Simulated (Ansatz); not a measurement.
# C5H8OSi (SMILES OC1=C([SiH3])CC=C1): what the fields show

Input

```
crystal:
  periodic: [false, false, false]
  atoms:
    - {symbol: C, position_ang: [-1.010414, -0.341445, 1.753343]}
    - {symbol: C, position_ang: [-2.131455, -0.296799, 0.964876]}
    - {symbol: C, position_ang: [-2.981114, 0.844706, 1.490982]}
    - {symbol: C, position_ang: [-2.190187, 1.400849, 2.643552]}
    - {symbol: C, position_ang: [-1.045625, 0.701236, 2.784632]}
    - {symbol: O, position_ang: [0.049509, -1.169635, 1.701188]}
    - {symbol: Si, position_ang: [-2.525751, -1.411642, -0.459316]}
    - {symbol: H, position_ang: [-0.068824, -1.799358, 0.973878]}
    - {symbol: H, position_ang: [-2.667194, -0.682128, -1.756775]}
    - {symbol: H, position_ang: [-3.777918, -2.203681, -0.258341]}
    - {symbol: H, position_ang: [-1.392532, -2.385767, -0.608133]}
    - {symbol: H, position_ang: [-3.983348, 0.509864, 1.822702]}
    - {symbol: H, position_ang: [-3.167198, 1.623094, 0.725396]}
    - {symbol: H, position_ang: [-2.515648, 2.243223, 3.256099]}
    - {symbol: H, position_ang: [-0.254832, 0.847918, 3.521310]}
basis:
  gaussian:
    orbitals: def2-SVPD
hamiltonian:
  xc: pbe0
output: {forces: true, orbitals: {seedname: orbitals}}
```

Run with:

```sh
ansatz run input.yaml --threads 2 --pin off --max-ram 5220MiB --events-out events.jsonl --progress --plain --runs-dir runs
```

Geometry: B3LYP/def2-SVP.

All numbers below come from Ansatz, isolated molecule in a Gaussian basis; Kohn-Sham density functional theory, functional PBE0.

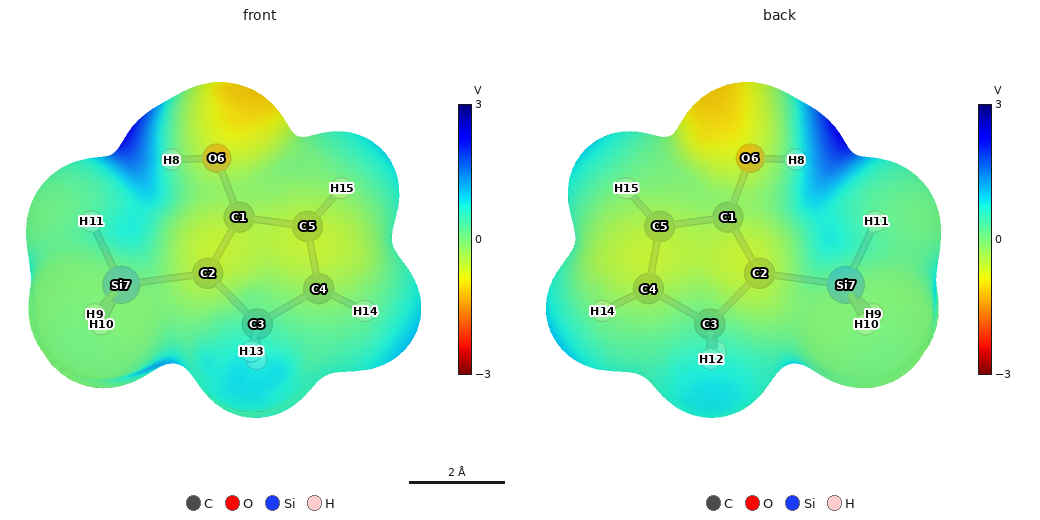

Figure 1. The molecular electrostatic potential painted on the density surface at 0.002 e/bohr³, seen from the front and from behind; the colour scale runs from red (negative) to blue (positive).

Which sites attract a positive test charge, and which a negative one?

Answer. A positive charge is drawn to the negative regions and a negative charge to the positive ones. The most negative region (about −1.1 V) lies over O6, the most positive (about +2.2 V) over H8. O6 is the likeliest acceptor of a hydrogen bond.

What dipole moment does the calculation give?

Answer. Its dipole moment is 0.95 D.

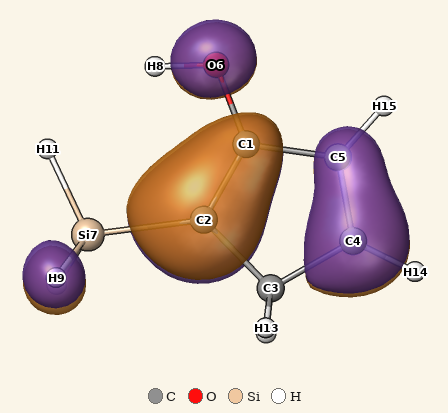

Figure 2. One frontier orbital at ±0.1 Å⁻³ᐟ² (orange and purple are the two phases), seen across its widest extent.

Which orbital is it: HOMO or LUMO?

Answer. The HOMO, at −6.30 eV. By Hirshfeld shares it lies mainly on C2 (about 35 %), C1 (about 15 %), C4 (about 15 %), O6 (about 10 %) and C5 (about 5 %).

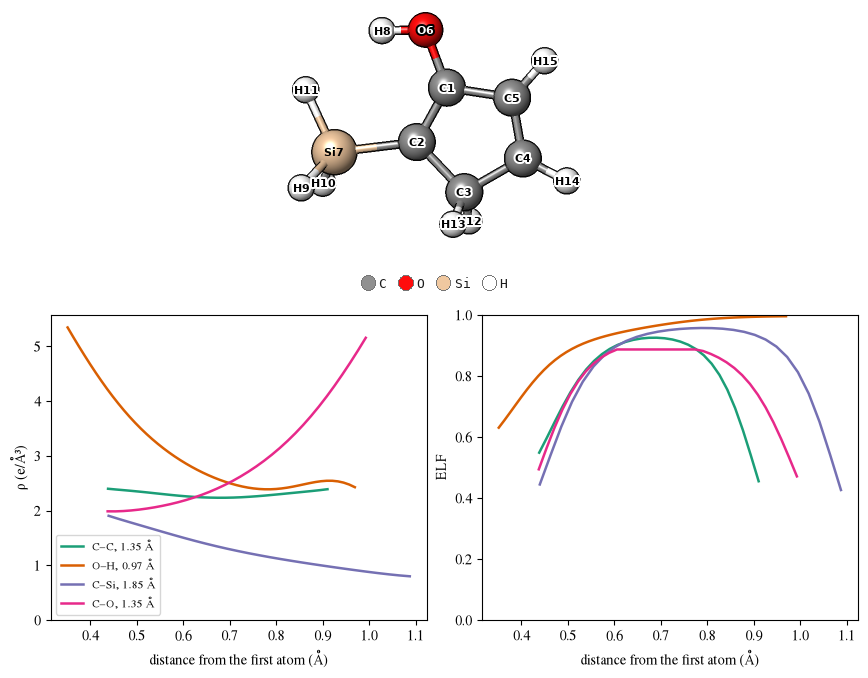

Figure 3. Total electron density and ELF along straight lines between neighbouring atoms. The curves leave out the atomic cores. The structure is drawn too.

Compare the contacts.

Answer. C–C (1.35 Å): ρ is about 2.2 e/Å³ halfway; the ELF peaks at about 0.95 between the atoms: localised, covalent bonding.
O–H (0.97 Å): the density is about 3.7 e/Å³ at the midpoint; the ELF climbs to about 1 towards the hydrogen, as it does in any bond to H; a covalent bond by its length.
C–Si (1.85 Å): ρ at the midpoint is about 0.96 e/Å³; the ELF peaks at about 0.95 between the atoms (a shared electron pair).
C–O (1.35 Å): ρ is about 2.4 e/Å³ halfway, with its minimum of 2 e/Å³ about 0.5 Å from C; the ELF peaks at about 0.90 between the atoms; a shared but strongly polarised pair.
